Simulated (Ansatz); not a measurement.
Ligand exchange: C2H4FI + InI → C2H4I2 + InF

Species: C2H4FI (1-fluoro-2-iodoethane) `FCCI`, singlet; InI, singlet; C2H4I2 (1,2-diiodoethane) `ICCI`, singlet; InF, singlet. The partners trade F for I: C–F and In–I bonds give way to C–I and In–F.

Shapes, held fixed at every level: PBE0-D4/def2-TZVP. Flexible molecules stand in one conformer, not always the lowest. Programs: Ansatz 0.2.0. The zero-point and thermal change to 298 K, harmonic and unscaled (PBE0-D4/def2-TZVP), is -4.4 kJ/mol.

```json
{"level": "HF/def2-TZVPP", "kind": "Hartree–Fock", "ΔH(298 K) (kJ/mol)": "+64.1", "less CCSD(T)/def2-TZVPP": "+42.3"}
{"level": "BHLYP-D4/def2-TZVPP", "kind": "global hybrid", "ΔH(298 K) (kJ/mol)": "+42.1", "less CCSD(T)/def2-TZVPP": "+20.3"}
{"level": "r2SCAN0-D4/def2-TZVPP", "kind": "global hybrid", "ΔH(298 K) (kJ/mol)": "+36.0", "less CCSD(T)/def2-TZVPP": "+14.2"}
{"level": "B2PLYP/def2-TZVPP", "kind": "double hybrid", "ΔH(298 K) (kJ/mol)": "+23.7", "less CCSD(T)/def2-TZVPP": "+1.9"}
{"level": "MP2/def2-SVP", "kind": "perturbation theory", "ΔH(298 K) (kJ/mol)": "+37.8", "less CCSD(T)/def2-TZVPP": "+16.0"}
{"level": "CCSD(T)/def2-SVP", "kind": "coupled cluster or CI", "ΔH(298 K) (kJ/mol)": "+46.1", "less CCSD(T)/def2-TZVPP": "+24.3"}
{"level": "CCSD/def2-SVP", "kind": "coupled cluster or CI", "ΔH(298 K) (kJ/mol)": "+50.2", "less CCSD(T)/def2-TZVPP": "+28.4"}
{"level": "CCSD(T)/def2-TZVPP", "kind": "coupled cluster or CI", "ΔH(298 K) (kJ/mol)": "+21.8", "less CCSD(T)/def2-TZVPP": "0.0"}
```

The highest level, CCSD(T)/def2-TZVPP, gives ΔH(298 K) = +21.8 kJ/mol; the levels span +21.8 to +64.1. The column of differences is taken from that level and isn't an error. No measured value is set beside it here. For atoms past krypton def2 sets carry core potentials with scalar relativity. Correlated rows may include outer-core shells of I, In, which these sets cover unevenly.

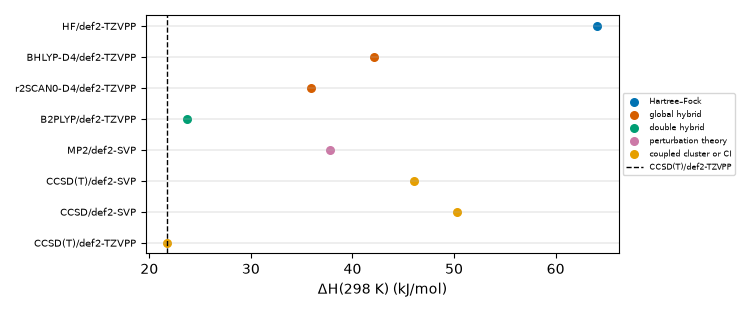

The values of the table, level by level.
